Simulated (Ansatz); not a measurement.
**AlHO2Si (SMILES [O]1[AlH-]2[O][Si+]12): density, localisation and related maps**

```json
{"atom": "Al", "x (Å)": "-1.0259", "y (Å)": "-0.4940", "z (Å)": "0.3312"}
{"atom": "O", "x (Å)": "-1.1845", "y (Å)": "0.3438", "z (Å)": "1.8610"}
{"atom": "O", "x (Å)": "-2.7264", "y (Å)": "-0.8999", "z (Å)": "0.4367"}
{"atom": "Si", "x (Å)": "-2.8396", "y (Å)": "-0.0727", "z (Å)": "1.9266"}
{"atom": "H", "x (Å)": "0.1340", "y (Å)": "-0.7635", "z (Å)": "-0.6891"}
```

Geometry: PBE0-D3(BJ)/def2-SVP.

All numbers below come from isolated molecule in a Gaussian basis; Kohn-Sham density functional theory, functional PBE0 in Ansatz 0.2.0.

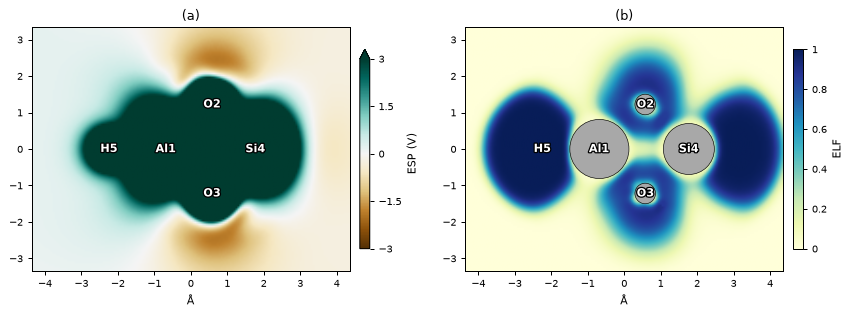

Figure 1. (a) molecular electrostatic potential; (b) ELF on the molecular plane. Grey discs cover the atomic cores in the ELF map.

### Interpret the plot.

- The section cuts through Al, O, Si and H sites.
- Si–O (1.71 Å): the ELF peaks at about 0.85 between the atoms: a polar covalent bond.
- Al–O (1.75 Å): the ELF peaks at about 0.85 in the valence shell of O, 0.6 Å from its nucleus, and is about 0.45 at the midpoint.
- Al–Si (2.45 Å): the ELF is about 0.20 at the midpoint.
- Al–H (1.57 Å): the ELF climbs to about 1 towards the hydrogen.
- The ELF also peaks beside O3, Si4 and O2, away from the bonds: lone-pair regions.
- Outside the dense part of the molecule the potential is most negative (−1.9 V) near O2 and O3.

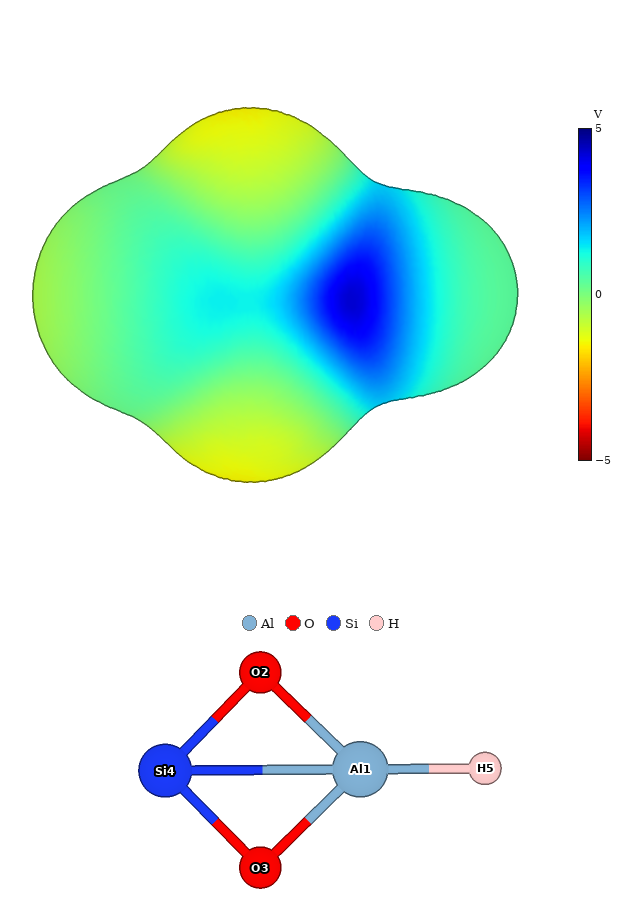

Figure 2. The molecular electrostatic potential painted on the density surface at 0.002 e/bohr³, seen across its widest extent; the colour scale runs from red (negative) to blue (positive). The bare structure is drawn below in the same view.

### Which sites attract a positive test charge, and which a negative one?

A positive charge is drawn to the negative regions and a negative charge to the positive ones. The most negative region (about −1.5 V, or −35 kcal/mol for a unit charge) lies over O2 and O3, the most positive (about +4.1 V, or +95 kcal/mol for a unit charge) over Al1.

### What dipole moment does the calculation give?

Its dipole moment is 1.97 D.

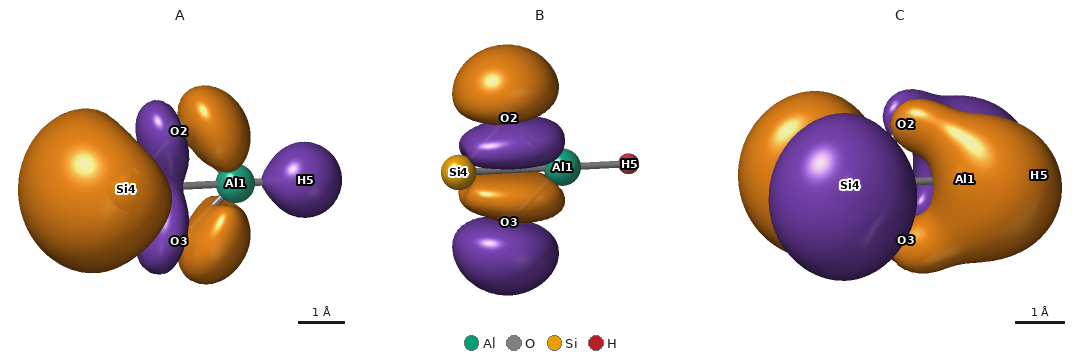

Figure 3. Three frontier orbitals at ±0.06 Å⁻³ᐟ² (orange and purple are the two phases), in no order.

### Which picture is the HOMO−1, the HOMO and the LUMO?

B is the HOMO−1 (−8.81 eV). By Hirshfeld shares it lies mainly on O2 (about 45 %) and O3 (about 45 %); it is symmetric in the molecular plane (an in-plane orbital: σ, lone-pair or in-plane π type); largely a combination of lone pairs on O2 and O3. A is the HOMO (−7.26 eV). Its weight (Hirshfeld) is mainly on Si4 (about 70 %), O2 (about 10 %) and O3 (about 10 %); it is symmetric in the molecular plane (an in-plane orbital: σ, lone-pair or in-plane π type). C is the LUMO (−1.56 eV). By Hirshfeld shares it lies mainly on Si4 (about 65 %) and Al1 (about 25 %); it changes sign across the molecular plane (π type); π-antibonding (a node) across Al1–Si4.

### What is the HOMO–LUMO gap?

5.70 eV between the orbital energies.
